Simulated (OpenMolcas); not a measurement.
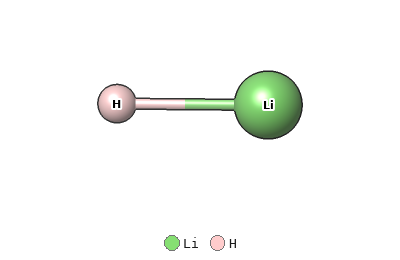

The molecule at the reference distance of 1.595 Å.

Run report: LiH, relativistic diatomic calculation (part 1 of 2)

LiH. Computed at this level: SA-CASSCF(2,5)/XMS-CASPT2 + RASSI spin-orbit (X2C scalar, AMFI), ANO-RCC-VTZP (OpenMolcas).

### Results in brief

```
               quantity                                                                 value
                outcome                                                             converged
 lowest spin-free state                                                                    ¹Σ
lowest spin-orbit level                                               Ω = 0, −8.01912 hartree
             next level                                                    Ω = 0, 25,895 cm⁻¹
               hardware  1 thread of Arm Neoverse V2, 24 GiB of memory available, shared host
              wall time                                                                  10 s
```

### Input file
```
&GATEWAY
Coord
2
angstrom
Li 0.0 0.0 0.0
H 0.0 0.0 1.5950
Basis=ANO-RCC-VTZP
Group=XY
RX2C
AMFI
ANGMom
0.0 0.0 0.0
RICD
&SEWARD
&GUESSORB
&RASSCF
FileOrb=$CurrDir/o11.orb
Symmetry=1
Spin=1
nActEl=2 0 0
Inactive=1 0
RAS2=3 2
CIRoot=3 3 1
Linear
Iterations=120 100
OrbListing=Nothing
PRWF=0.15
>>COPY $Project.RasOrb $CurrDir/o11.orb
>>COPY $Project.rasscf.h5 $CurrDir/r11.h5
&CASPT2
XMultistate=all
Imaginary=0.2
IPEA=0.25
MaxIter=40
>>COPY $Project.JobMix JOB001
&RASSCF
CIOnly
FileOrb=$CurrDir/ref.orb
Symmetry=1
Spin=3
nActEl=2 0 0
Inactive=1 0
RAS2=3 2
CIRoot=2 2 1
Linear
Iterations=120 100
OrbListing=Nothing
PRWF=0.15
>>COPY $Project.RasOrb $CurrDir/o31.orb
>>COPY $Project.rasscf.h5 $CurrDir/r31.h5
&CASPT2
XMultistate=all
Imaginary=0.2
IPEA=0.25
MaxIter=40
>>COPY $Project.JobMix JOB002
&RASSCF
CIOnly
FileOrb=$CurrDir/ref.orb
Symmetry=2
Spin=3
nActEl=2 0 0
Inactive=1 0
RAS2=3 2
CIRoot=2 2 1
Linear
Iterations=120 100
OrbListing=Nothing
PRWF=0.15
>>COPY $Project.RasOrb $CurrDir/o32.orb
>>COPY $Project.rasscf.h5 $CurrDir/r32.h5
&CASPT2
XMultistate=all
Imaginary=0.2
IPEA=0.25
MaxIter=40
>>COPY $Project.JobMix JOB003
&RASSCF
CIOnly
FileOrb=$CurrDir/ref.orb
Symmetry=2
Spin=1
nActEl=2 0 0
Inactive=1 0
RAS2=3 2
CIRoot=2 2 1
Linear
Iterations=120 100
OrbListing=Nothing
PRWF=0.15
>>COPY $Project.RasOrb $CurrDir/o12.orb
>>COPY $Project.rasscf.h5 $CurrDir/r12.h5
&CASPT2
XMultistate=all
Imaginary=0.2
IPEA=0.25
MaxIter=40
>>COPY $Project.JobMix JOB004
&RASSI
Nr of JobIphs=4 3 2 2 2
1 2 3
1 2
1 2
1 2
SpinOrbit
EJob
Omega
MEES
MESO
Properties=4
'AngMom' 3 'Mltpl  1' 1 'Mltpl  1' 2 'Mltpl  1' 3
Thrs=1.0d-4
>>COPY $Project.rassi.h5 $CurrDir/so.h5
```

The first orbital files come from an earlier step.

Run as:
```bash
pymolcas m.inp (one call a module block, same work directory)
```

### Log (extracts)
```
++    Wave function specifications:
      Number of closed shell electrons           2
      Number of electrons in active shells       2
      Number of inactive orbitals                1
      Number of active orbitals                  5
      Number of secondary orbitals              38
      Spin quantum number                      0.0
      State symmetry                             1
++    Orbital specifications:
      Symmetry species                           1   2
                                                 a   b
      Frozen orbitals                            0   0
      Inactive orbitals                          1   0
      Active orbitals                            3   2
      RAS2 orbitals                              3   2
      Secondary orbitals                        20  18
      Number of basis functions                 24  20
      printout of CI-coefficients larger than  0.15 for root  1
      energy=      -7.993293
      conf/sym  111 22     Coeff  Weight
             1  200 00  -0.92766 0.86056
             4  u0d 00   0.36066 0.13007
      printout of CI-coefficients larger than  0.15 for root  2
      energy=      -7.878098
      conf/sym  111 22     Coeff  Weight
             1  200 00   0.24178 0.05846
             2  ud0 00   0.77217 0.59625
             4  u0d 00   0.58687 0.34441
      printout of CI-coefficients larger than  0.15 for root  3
      energy=      -7.766121
      conf/sym  111 22     Coeff  Weight
             1  200 00  -0.26425 0.06983
             2  ud0 00   0.63507 0.40331
             4  u0d 00  -0.72481 0.52535
      Natural orbitals and occupation numbers for root  1
      sym 1:   1.971300   0.000026   0.010927
      sym 2:   0.008873   0.008873
      Natural orbitals and occupation numbers for root  2
      sym 1:   1.341173   0.657127   0.000026
      sym 2:   0.000837   0.000837
      Natural orbitals and occupation numbers for root  3
      sym 1:   1.366327   0.000002   0.630752
      sym 2:   0.001460   0.001460
      RASSCF energy for state  3                     -7.76612065
::    RASSCF root number  1 Total energy:     -7.99329335
::    RASSCF root number  2 Total energy:     -7.87809766
::    RASSCF root number  3 Total energy:     -7.76612065
      Von Neumann Entropy (Root   1) =  0.13119
++    Wave function specifications:
      Number of closed shell electrons           0
      Number of electrons in active shells       2
      Number of inactive orbitals                0
      Number of active orbitals                  5
      Number of secondary orbitals              38
      Spin quantum number                      0.0
      State symmetry                             1
      Number of CSFs                             9
      Number of CASSCF root(s) available         3
      CASPT2 state passed to geometry opt.       3
      A file JOBMIX will be created
      This is a MULTI-STATE CASSCF reference
      Number of CI roots used                    3
      These are:                                 1   2   3
      Off-diagonal elements of Heff are computed
  FINAL CASPT2 RESULT:
      Reference energy:          -7.9932933519
      E2 (Non-variational):      -0.0276440534
      Shift correction:          -0.0007244542
      E2 (Variational):          -0.0283685075
      Total energy:              -8.0216618594
      Reference weight:           0.98167
  FINAL CASPT2 RESULT:
      Reference energy:          -7.8780976607
      E2 (Non-variational):      -0.0090348128
      Shift correction:          -0.0004903480
      E2 (Variational):          -0.0095251607
      Total energy:              -7.8876228215
      Reference weight:           0.99032
  FINAL CASPT2 RESULT:
      Reference energy:          -7.7661206497
      E2 (Non-variational):      -0.0086179640
      Shift correction:          -0.0004044289
      E2 (Variational):          -0.0090223928
      Total energy:              -7.7751430425
      Reference weight:           0.99160
       Total XMS-CASPT2 energies:
::    XMS-CASPT2 Root  1     Total energy:     -8.01911599
::    XMS-CASPT2 Root  2     Total energy:     -7.88858770
::    XMS-CASPT2 Root  3     Total energy:     -7.77672403
++    Wave function specifications:
      Number of closed shell electrons           2
      Number of electrons in active shells       2
      Number of inactive orbitals                1
      Number of active orbitals                  5
      Number of secondary orbitals              38
      Spin quantum number                      1.0
      State symmetry                             1
      printout of CI-coefficients larger than  0.15 for root  1
      energy=      -7.890815
      conf/sym  111 22     Coeff  Weight
             1  uu0 00   0.66558 0.44300
             2  u0u 00   0.74632 0.55699
      printout of CI-coefficients larger than  0.15 for root  2
      energy=      -7.793220
      conf/sym  111 22     Coeff  Weight
             1  uu0 00   0.74630 0.55697
             2  u0u 00  -0.66559 0.44301
      Natural orbitals and occupation numbers for root  1
      sym 1:   1.000000   0.000000   1.000000
      sym 2:   0.000000   0.000000
      Natural orbitals and occupation numbers for root  2
      sym 1:   1.000000   1.000000  -0.000000
      sym 2:   0.000000   0.000000
      RASSCF energy for state  2                     -7.79322011
::    RASSCF root number  1 Total energy:     -7.89081466
::    RASSCF root number  2 Total energy:     -7.79322011
      Von Neumann Entropy (Root   1) =  1.00000
++    Wave function specifications:
      Number of closed shell electrons           0
      Number of electrons in active shells       2
      Number of inactive orbitals                0
      Number of active orbitals                  5
      Number of secondary orbitals              38
      Spin quantum number                      1.0
      State symmetry                             1
      Number of CSFs                             4
      Number of CASSCF root(s) available         2
      CASPT2 state passed to geometry opt.       2
      A file JOBMIX will be created
      This is a MULTI-STATE CASSCF reference
      Number of CI roots used                    2
      These are:                                 1   2
      Off-diagonal elements of Heff are computed
  FINAL CASPT2 RESULT:
      Reference energy:          -7.8908146630
      E2 (Non-variational):      -0.0097507520
      Shift correction:          -0.0007089291
      E2 (Variational):          -0.0104596811
      Total energy:              -7.9012743441
      Reference weight:           0.98845
  FINAL CASPT2 RESULT:
      Reference energy:          -7.7932201095
      E2 (Non-variational):      -0.0102499146
      Shift correction:          -0.0008043492
      E2 (Variational):          -0.0110542637
      Total energy:              -7.8042743732
      Reference weight:           0.98770
       Total XMS-CASPT2 energies:
::    XMS-CASPT2 Root  1     Total energy:     -7.90112830
::    XMS-CASPT2 Root  2     Total energy:     -7.80442041
++    Wave function specifications:
      Number of closed shell electrons           2
      Number of electrons in active shells       2
      Number of inactive orbitals                1
      Number of active orbitals                  5
      Number of secondary orbitals              38
      Spin quantum number                      1.0
      State symmetry                             2
      printout of CI-coefficients larger than  0.15 for root  1
      energy=      -7.426385
      conf/sym  111 22     Coeff  Weight
             1  u00 u0   0.99532 0.99066
      printout of CI-coefficients larger than  0.15 for root  2
      energy=      -7.426385
      conf/sym  111 22     Coeff  Weight
             2  u00 0u   0.99532 0.99066
      Natural orbitals and occupation numbers for root  1
      sym 1:   1.000000   0.000000   0.000000
      sym 2:   1.000000  -0.000000
      Natural orbitals and occupation numbers for root  2
      sym 1:   1.000000   0.000000   0.000000
      sym 2:  -0.000000   1.000000
      RASSCF energy for state  2                     -7.42638471
::    RASSCF root number  1 Total energy:     -7.42638472
::    RASSCF root number  2 Total energy:     -7.42638471
      Von Neumann Entropy (Root   1) =  1.00000
++    Wave function specifications:
      Number of closed shell electrons           0
      Number of electrons in active shells       2
      Number of inactive orbitals                0
      Number of active orbitals                  5
      Number of secondary orbitals              38
      Spin quantum number                      1.0
      State symmetry                             2
      Number of CSFs                             6
      Number of CASSCF root(s) available         2
      CASPT2 state passed to geometry opt.       2
      A file JOBMIX will be created
      This is a MULTI-STATE CASSCF reference
      Number of CI roots used                    2
      These are:                                 1   2
      Off-diagonal elements of Heff are computed
  FINAL CASPT2 RESULT:
      Reference energy:          -7.4263847256
      E2 (Non-variational):      -0.2015464798
      Shift correction:          -0.0032194359
      E2 (Variational):          -0.2047659157
      Total energy:              -7.6311506413
      Reference weight:           0.76263
  FINAL CASPT2 RESULT:
      Reference energy:          -7.4263847187
      E2 (Non-variational):      -0.2015465647
      Shift correction:          -0.0032194840
      E2 (Variational):          -0.2047660488
      Total energy:              -7.6311507675
      Reference weight:           0.76263
       Total XMS-CASPT2 energies:
::    XMS-CASPT2 Root  1     Total energy:     -7.63115077
::    XMS-CASPT2 Root  2     Total energy:     -7.63115064
++    Wave function specifications:
      Number of closed shell electrons           2
      Number of electrons in active shells       2
      Number of inactive orbitals                1
      Number of active orbitals                  5
      Number of secondary orbitals              38
      Spin quantum number                      0.0
      State symmetry                             2
      printout of CI-coefficients larger than  0.15 for root  1
      energy=      -7.233387
      conf/sym  111 22     Coeff  Weight
             1  u00 d0  -0.91529 0.83776
             5  00u d0   0.38721 0.14993
      printout of CI-coefficients larger than  0.15 for root  2
      energy=      -7.233387
      conf/sym  111 22     Coeff  Weight
             2  u00 0d  -0.91529 0.83776
             6  00u 0d   0.38721 0.14993
      Natural orbitals and occupation numbers for root  1
      sym 1:   1.000000   0.000000   0.000000
      sym 2:   1.000000  -0.000000
      Natural orbitals and occupation numbers for root  2
      sym 1:   1.000000  -0.000000   0.000000
      sym 2:  -0.000000   1.000000
      RASSCF energy for state  2                     -7.23338665
::    RASSCF root number  1 Total energy:     -7.23338666
::    RASSCF root number  2 Total energy:     -7.23338665
      Von Neumann Entropy (Root   1) =  1.00000
++    Wave function specifications:
      Number of closed shell electrons           0
      Number of electrons in active shells       2
      Number of inactive orbitals                0
      Number of active orbitals                  5
      Number of secondary orbitals              38
      Spin quantum number                      0.0
      State symmetry                             2
      Number of CSFs                             6
      Number of CASSCF root(s) available         2
      CASPT2 state passed to geometry opt.       2
      A file JOBMIX will be created
      This is a MULTI-STATE CASSCF reference
      Number of CI roots used                    2
      These are:                                 1   2
      Off-diagonal elements of Heff are computed
  FINAL CASPT2 RESULT:
      Reference energy:          -7.2333866601
      E2 (Non-variational):      -0.2514851214
      Shift correction:           0.0003494713
      E2 (Variational):          -0.2511356500
      Total energy:              -7.4845223102
      Reference weight:           0.71832
  FINAL CASPT2 RESULT:
      Reference energy:          -7.2333866538
      E2 (Non-variational):      -0.2514851658
      Shift correction:           0.0003494498
      E2 (Variational):          -0.2511357160
      Total energy:              -7.4845223698
      Reference weight:           0.71832
       Total XMS-CASPT2 energies:
::    XMS-CASPT2 Root  1     Total energy:     -7.48452237
::    XMS-CASPT2 Root  2     Total energy:     -7.48452231
  SPIN-FREE ENERGIES:
  (Shifted by EMIN (a.u.) =         -8.0191159919)
 SF State       Relative EMIN(au)   Rel lowest level(eV)    D:o, cm**(-1)      Abs_M
     1             0.0000000000        0.0000000000              0.0000         0.0
     4             0.1179876887        3.2106085700          25895.3045         0.0
     2             0.1305282930        3.5518557963          28647.6490         0.0
     5             0.2146955778        5.8421642940          47120.2328         0.0
     3             0.2423919595        6.5958212325          53198.8860         0.0
     6             0.3879652245       10.5570715736          85148.5246         1.0
     7             0.3879653506       10.5570750057          85148.5523         1.0
     8             0.5345936221       14.5470335364         117329.7381         1.0
     9             0.5345936818       14.5470351592         117329.7512         1.0
```

(Continued in part 2.)
